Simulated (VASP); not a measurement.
# Pb (Lead): structure and properties in VASP

Aim: relax Pb (Lead) with PBEsol, compute its properties on that cell and hold them against experiment. The steps: full relaxation (PBEsol), single point with fields (PBEsol), bands along the symmetry lines (PBEsol), total and projected DOS (PBEsol), core levels (PBEsol), volume scan with PBEsol, fit for PBEsol and field gradients at the nuclei (PBEsol). Left out of this account: 1 further run (relaxation: a spoilt try). The start is a cell from a database of measured crystal structures.

Method: PBEsol; plane waves and PAW (Pb_d), in VASP 6.6.1.

**What experiment says.**

“Use of Cernox thermometers in AC specific heat measurements under pressure” (2019, arxiv:1901.05089) quotes from earlier work for Pb (elemental Pb, literature value): lattice constant a (cubic lattice constant) 4.95 Å [Passing remark in the paper's theory part; literature value without reference or stated …].

Most raw output is cut from this account.

**1. Set-up**

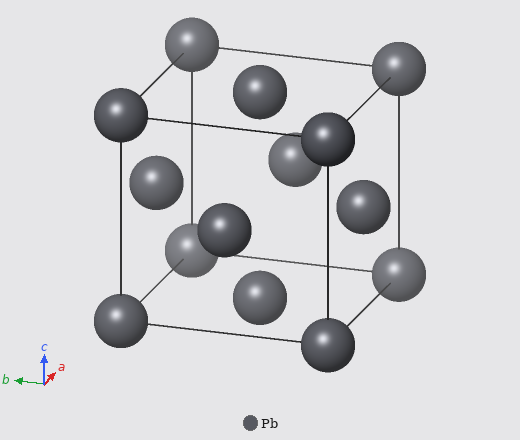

The starting structure, seen from a free direction (lead dark grey). This picture shows the conventional cell, with its axes. Some periodic images of atoms are drawn too.

Coordinates:

```cif
data_structure
_symmetry_space_group_name_H-M 'P 1'
_symmetry_Int_Tables_number 1
_cell_length_a 3.5002
_cell_length_b 3.5002
_cell_length_c 3.5002
_cell_angle_alpha 60.000
_cell_angle_beta 60.000
_cell_angle_gamma 60.000
_cell_volume 30.32
loop_
_atom_site_label
_atom_site_type_symbol
_atom_site_fract_x
_atom_site_fract_y
_atom_site_fract_z
_atom_site_occupancy
Pb1 Pb 0.00000 0.00000 0.00000 1
```

**2. Full relaxation (PBEsol)**

The start need not lie at this functional's minimum. ISIF = 3 frees volume, shape and positions, and EDIFFG sets the threshold on forces and stress at which the search stops. PBEsol restores the gradient expansion of exchange and is tuned for the cells of solids.

The input, INCAR:

```
SYSTEM = Pb
PREC = Accurate
ENCUT = 400
EDIFF = 1E-06
NELM = 100
ISMEAR = 1
SIGMA = 0.2
LREAL = .FALSE.
ALGO = Normal
GGA = PS
NBANDS = 13
LORBIT = 11
LWAVE = .FALSE.
LCHARG = .FALSE.
KPAR = 2
IBRION = 2
NSW = 60
ISIF = 3
EDIFFG = -0.01
```

The input, POSCAR:

```
Pb
1.0
    0.0000000000      2.4750200000      2.4750200000
    2.4750200000      0.0000000000      2.4750200000
    2.4750200000      2.4750200000      0.0000000000
Pb
1
Direct
    0.0000000000      0.0000000000      0.0000000000
```

The input, KPOINTS:

```
Automatic mesh
0
Gamma
7 7 7
0 0 0
```

PAW data sets: Pb_d (PBE family, release 64).

Run with:

```sh
$ mpirun -np 2 vasp_std
```

Wall time 2.6 s (2 MPI ranks of Intel Xeon Platinum 8488C (Sapphire Rapids), shared host); peak memory 0.26 GiB.

The k-mesh is coarse for a metal. The PAW data sets were made with PBE, which is usual practice but a small mismatch for other functionals. The run keeps the 48 symmetry operations of its start, so it cannot find a distortion of lower symmetry.

Little changed from the start: no atom moved by 0.005 Å and no cell edge by 0.1 %.

This step gave:

| Item | Value |
| --- | --- |
| electrons | 14 |
| bands | 13 |
| irreducible k-points | 20 |
| symmetry operations | 48 |
| free energy (TOTEN) | -4.008 eV |
| Fermi energy | 7.032 eV |
| pressure | -0.02968 GPa |
| metallic | yes |
| SCF cycles over all ionic steps | 13 |

It ends with forces that vanish by symmetry and a pressure of -0.03 GPa. The volume lies -0.2 % from that of the database's start, which holds the thermal and zero-point expansion of its experiment.

**3. Single point with fields (PBEsol)**

The relaxed cell gets a fresh self-consistent run, on a basis set for its own volume, to fix the density and to check the remaining stress.

Edit INCAR of step 2 so:

```diff
@@ -13,7 +13,5 @@
 LWAVE = .FALSE.
-LCHARG = .FALSE.
-KPAR = 2
-IBRION = 2
-NSW = 60
-ISIF = 3
-EDIFFG = -0.01
+LCHARG = .TRUE.
+ISIF = 2
+LELF = .TRUE.
+LVHAR = .TRUE.
```

The input, POSCAR:

```
Pb
1.0
    0.0000000000      2.4735270012      2.4735270012
    2.4735270012      0.0000000000      2.4735270012
    2.4735270012      2.4735270012      0.0000000000
Pb
1
Direct
    0.0000000000      0.0000000000      0.0000000000
```

KPOINTS is that of step 2.

Run with:

```sh
$ mpirun -np 2 vasp_std
```

Wall time 2.2 s (2 MPI ranks); peak memory 0.22 GiB.

This step gave:

| Item | Value |
| --- | --- |
| SCF cycles | 10 |
| bands | 14 |
| pressure | 0.02133 GPa |

Valence electrons inside each PAW sphere by angular momentum. Sphere charges, by row:

```
atom  s (e)  p (e)  d (e)  tot (e)
 Pb1  1.399   0.74  9.807    11.95
```

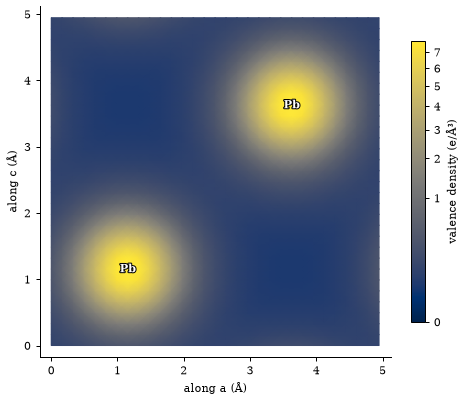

Valence density in the ac plane of the conventional cell at fractional y = 0.000, with atoms of Pb within 0.2 Å of it. It is the smooth field of the valence electrons, not physical close to the nuclei. The map starts off the cell's origin, so that atoms lie inside it. The colour scale is stretched toward low values.

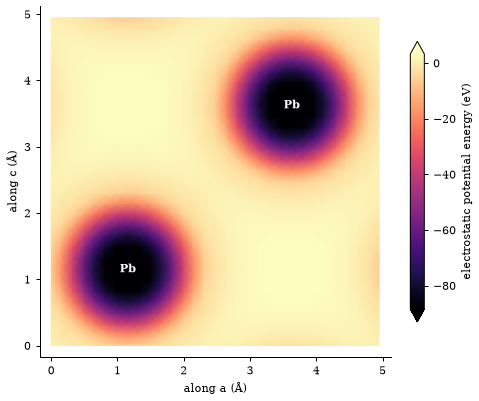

Electrostatic potential energy in the ac plane of the conventional cell at fractional y = 0.000, with atoms of Pb within 0.2 Å of it. With pseudopotentials it is smooth inside the atoms' cores, unlike the true potential. The map starts off the cell's origin, so that atoms lie inside it.

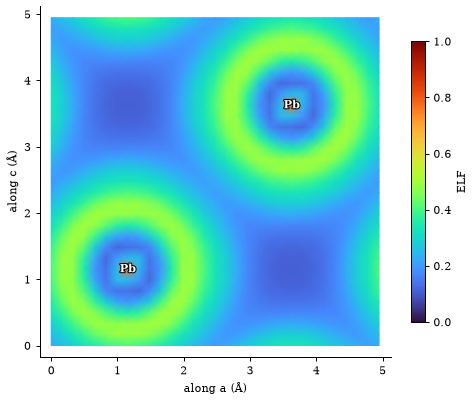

ELF in the ac plane of the conventional cell at fractional y = 0.000, with atoms of Pb within 0.2 Å of it. It is the smooth field of the valence electrons, not physical close to the nuclei. The map starts off the cell's origin, so that atoms lie inside it.

In this run the pressure is 0.02 GPa, small enough to go on.

**4. Bands along the symmetry lines (PBEsol)**

The mesh alone shows little of the dispersion and can miss band extrema, so KPOINTS_OPT adds a path through the symmetry points after the self-consistent cycle.

The input, INCAR:

```
SYSTEM = Pb
PREC = Accurate
ENCUT = 400
EDIFF = 1E-06
NELM = 100
ISMEAR = 1
SIGMA = 0.2
LREAL = .FALSE.
ALGO = Normal
GGA = PS
NBANDS = 18
LORBIT = 11
LWAVE = .FALSE.
LCHARG = .FALSE.
KPAR = 2
```

POSCAR is that of step 3.

KPOINTS is that of step 3.

The input, KPOINTS_OPT:

```
Line mode
16
Line-mode
Reciprocal
  0.00000000   0.00000000   0.00000000 GAMMA
  0.50000000   0.00000000   0.50000000 X

  0.50000000   0.00000000   0.50000000 X
  0.50000000   0.25000000   0.75000000 W

  0.50000000   0.25000000   0.75000000 W
  0.37500000   0.37500000   0.75000000 K

  0.37500000   0.37500000   0.75000000 K
  0.00000000   0.00000000   0.00000000 GAMMA

  0.00000000   0.00000000   0.00000000 GAMMA
  0.50000000   0.50000000   0.50000000 L

  0.50000000   0.50000000   0.50000000 L
  0.62500000   0.25000000   0.62500000 U

  0.62500000   0.25000000   0.62500000 U
  0.50000000   0.25000000   0.75000000 W

  0.50000000   0.25000000   0.75000000 W
  0.50000000   0.50000000   0.50000000 L

  0.50000000   0.50000000   0.50000000 L
  0.37500000   0.37500000   0.75000000 K

  0.62500000   0.25000000   0.62500000 U
  0.50000000   0.00000000   0.50000000 X
```

Run with:

```sh
$ mpirun -np 2 vasp_std
```

Elapsed: 8.4 s, on 2 MPI ranks; peak memory 0.26 GiB; 16 s of CPU time.

Spin-orbit coupling is off here; with elements this heavy it splits and shifts levels by tenths of an eV or more.

This step gave:

```
SCF cycles : 9
bands      : 18
pressure   : 0.04173 GPa
```

Electronic bands along the path, in eV, zero at the Fermi level; # counts the bands kept:

```
    point      #1     #2     #3    #4     #5     #6
        Γ  -11.69   7.52   7.52  7.52   9.85  11.43
        X   -6.63  -3.20   2.13  2.13   5.46   6.74
        W   -6.52  -1.30  -1.30  0.34  10.95  12.27
        K   -6.71  -2.21  -1.15  3.06   6.56  11.45
        Γ  -11.69   7.52   7.52  7.52   9.85  11.43
        L   -8.05  -4.14   5.67  5.67   9.32   9.57
        U   -6.71  -2.21  -1.15  3.06   6.56  11.45
        W   -6.52  -1.30  -1.30  0.34  10.95  12.27
        L   -8.05  -4.14   5.67  5.67   9.32   9.57
        K   -6.71  -2.21  -1.15  3.06   6.56  11.45
jump to U   -6.71  -2.21  -1.15  3.06   6.56  11.45
        X   -6.63  -3.20   2.13  2.13   5.46   6.74
```

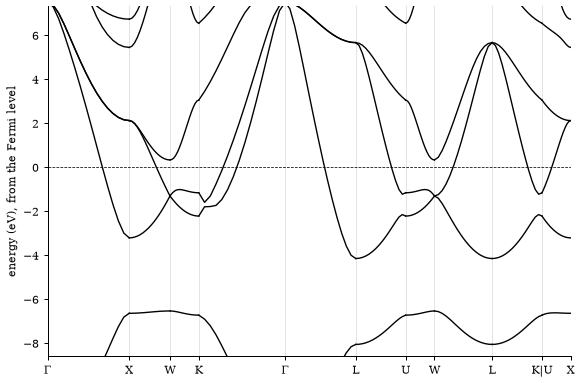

Electronic bands along the path.

There is no gap at this level.

**5. Total and projected DOS (PBEsol)**

A density of states needs more k-points than a total energy; ISMEAR = -5 takes tetrahedra, and LORBIT projects the states on the PAW spheres. The mesh is finer than in the run before.

Edit INCAR of step 4 so:

```diff
@@ -5,3 +5,3 @@
 NELM = 100
-ISMEAR = 1
+ISMEAR = -5
 SIGMA = 0.2
@@ -15 +15,2 @@
 KPAR = 2
+NEDOS = 2001
```

POSCAR is that of step 4.

The input, KPOINTS:

```
Automatic mesh
0
Gamma
10 10 10
0 0 0
```

Run with:

```sh
$ mpirun -np 2 vasp_std
```

The job ended after 3.8 s (2 MPI ranks; peak memory 0.27 GiB; 6.6 s of CPU time).

With tetrahedra the forces and stress of a metal are not exact derivatives of the energy.

This step gave:

```yaml
scf_cycles: 11
irreducible_k_points: 47
free_energy_toten: -4.000 eV
fermi_energy: 7.183 eV
pressure: -0.2727 GPa
dos_at_the_fermi_level: 0.5249 states/eV/cell
```

The density of states has structure finer than the step of the table below, so its rows give means over 2 eV, whole bins alone (the curve runs from -12.0 to 7.91 eV). Peaks (eV: height): total -8.2: 0.774, -7.0: 0.894, -2.1: 1.15, 2.2: 0.861; Pb p -2.1: 0.405, 2.2: 0.362; Pb s -8.2: 0.499, -7.0: 0.662; Pb d -2.1: 0.018, 1.6: 0.027.

States under -12.0 eV and over 7.9 eV are left out. The density of states by energy, zero at the Fermi level; means over each step; values in states/eV/cell:

```
energy (eV)   total     Pb p     Pb s     Pb d
        -10   0.276  0.00779    0.155  0.00169
         -8   0.605   0.0128    0.399  0.00630
         -6  0.0776   5.9e-4   0.0578   5.6e-4
         -4   0.119   0.0404  0.00397  0.00111
         -2   0.619    0.215   0.0421  0.00813
          0   0.528    0.194   0.0323   0.0144
          2   0.737    0.301   0.0215   0.0241
          4   0.651    0.308   0.0116   0.0205
          6   0.460    0.197   0.0105   0.0249
```

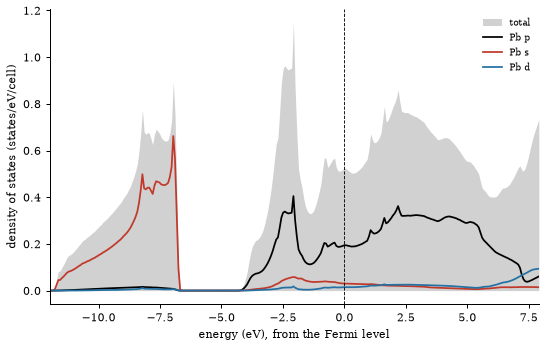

Density of states against energy.

The finer mesh and the other smearing move the Fermi level by +0.15 eV from the 7×7×7 run, one measure of the sampling error in the zero of the bands above. Of the states within 0.3 eV of the Fermi level, the largest shares in the PAW spheres are Pb p 37 % and Pb s 6 %. The rest lies in smaller channels or between the spheres.

**6. Core levels (PBEsol)**

ICORELEVEL = 1 prints the core eigenvalues in the potential of the ground state.

The input, INCAR:

```
SYSTEM = Pb
PREC = Accurate
ENCUT = 400
EDIFF = 1E-06
NELM = 100
ISMEAR = 1
SIGMA = 0.2
LREAL = .FALSE.
ALGO = Normal
GGA = PS
NBANDS = 13
LORBIT = 11
LWAVE = .FALSE.
LCHARG = .FALSE.
KPAR = 2
ICORELEVEL = 1
```

POSCAR is that of step 5.

The input, KPOINTS:

```
Automatic mesh
0
Gamma
7 7 7
0 0 0
```

Run with:

```sh
$ mpirun -np 2 vasp_std
```

Wall time 2.2 s (2 MPI ranks); peak memory 0.25 GiB; 3.1 s of CPU time.

These are scalar-relativistic Kohn-Sham levels of the ground state, with no core hole, so they are not binding energies.

This step gave:

| Property | Result |
| --- | --- |
| SCF cycles | 9 |
| bands | 13 |
| irreducible k-points | 20 |
| free energy (TOTEN) | -4.008 eV |
| Fermi energy | 7.032 eV |
| pressure | 0.01608 GPa |

Kohn-Sham core levels. Core levels, by row:

```
atom  shell  level below the Fermi level (eV)
 Pb1     1s                             88088
 Pb1     2s                             15749
 Pb1     2p                             13504
 Pb1     3s                              3777
 Pb1     3p                              3134
 Pb1     3d                              2479
 Pb1     4s                             851.8
 Pb1     4p                               641
 Pb1     4d                             397.4
 Pb1     4f                             128.5
 Pb1     5s                             139.6
 Pb1     5p                             81.31
```

**7. Volume scan with PBEsol, volume scale 0.94**

An equation of state needs energies on both sides of the minimum, all on one mesh and cutoff.

Edit INCAR of step 6 so:

```diff
@@ -15,2 +15,2 @@
 KPAR = 2
-ICORELEVEL = 1
+ISIF = 2
```

The input, POSCAR:

```
Pb
1.0
    0.0000000000      2.4230326899      2.4230326899
    2.4230326899      0.0000000000      2.4230326899
    2.4230326899      2.4230326899      0.0000000000
Pb
1
Direct
    0.0000000000      0.0000000000      0.0000000000
```

KPOINTS is that of step 6.

Run with:

```sh
$ mpirun -np 2 vasp_std
```

The job ended after 3.4 s (2 MPI ranks; peak memory 0.24 GiB).

The scan keeps the cell's shape and the fractional positions fixed.

This step gave:

```yaml
scf_cycles: 10
free_energy_toten: -3.989 eV
energy_at_zero_smearing: -3.989 eV
fermi_energy: 7.822 eV
pressure: 3.485 GPa
```

The pressure here is 3.48 GPa.

**8. Volume scan with PBEsol, volume scale 0.96**

INCAR is that of step 7.

The input, POSCAR:

```
Pb
1.0
    0.0000000000      2.4400968626      2.4400968626
    2.4400968626      0.0000000000      2.4400968626
    2.4400968626      2.4400968626      0.0000000000
Pb
1
Direct
    0.0000000000      0.0000000000      0.0000000000
```

KPOINTS is that of step 7.

Run with:

```sh
$ mpirun -np 2 vasp_std
```

It took 3 s on 2 MPI ranks; peak memory 0.24 GiB; 4.9 s of CPU time.

This step gave:

* free energy (TOTEN): -4.000 eV
* energy at zero smearing: -4.000 eV
* Fermi energy: 7.541 eV
* pressure: 2.166 GPa

The pressure falls from 3.48 to 2.17 GPa.

The run ends at a pressure of 2.17 GPa.

**9. Volume scan with PBEsol, volume scale 0.98**

INCAR is that of step 8.

The input, POSCAR:

```
Pb
1.0
    0.0000000000      2.4569256486      2.4569256486
    2.4569256486      0.0000000000      2.4569256486
    2.4569256486      2.4569256486      0.0000000000
Pb
1
Direct
    0.0000000000      0.0000000000      0.0000000000
```

KPOINTS is that of step 8.

Run with:

```sh
$ mpirun -np 2 vasp_std
```

It took 3.2 s on 2 MPI ranks; peak memory 0.24 GiB.

The pressure falls from 2.17 to 1.02 GPa.

The run ends at a pressure of 1.02 GPa.

**10. Volume scan with PBEsol, volume scale 1**

INCAR is that of step 9.

The input, POSCAR:

```
Pb
1.0
    0.0000000000      2.4735270012      2.4735270012
    2.4735270012      0.0000000000      2.4735270012
    2.4735270012      2.4735270012      0.0000000000
Pb
1
Direct
    0.0000000000      0.0000000000      0.0000000000
```

KPOINTS is that of step 9.

Run with:

```sh
$ mpirun -np 2 vasp_std
```

Run time: 3 s. Hardware: 2 MPI ranks; peak memory 0.25 GiB.

The pressure falls from 1.02 to 0.02 GPa.

The run ends at a pressure of 0.02 GPa.

**11. Volume scan with PBEsol, volume scale 1.02**

INCAR is that of step 10.

The input, POSCAR:

```
Pb
1.0
    0.0000000000      2.4899084521      2.4899084521
    2.4899084521      0.0000000000      2.4899084521
    2.4899084521      2.4899084521      0.0000000000
Pb
1
Direct
    0.0000000000      0.0000000000      0.0000000000
```

KPOINTS is that of step 10.

Run with:

```sh
$ mpirun -np 2 vasp_std
```

Elapsed: 3.4 s, on 2 MPI ranks; peak memory 0.25 GiB.

The pressure falls from 0.02 to -0.85 GPa.

The run ends at a pressure of -0.85 GPa.

(Part 1 of 2 ends here.)

[Lines on the potential files, build, host, timing and source positions are cut from VASP's logs without a mark.]

[Logs are printed without paths, hosts, clocks, repeated set-up lines and the standing remarks that a program may print on its own settings, such as how far it seeks lower states.]

[Hosts, paths, dates, database ids (printed as entryN), source tags and the programs' standing remarks are cut or masked in the printed files.]

[A measured line is paired with the nearest computed mode of its activity, which favours agreement.]
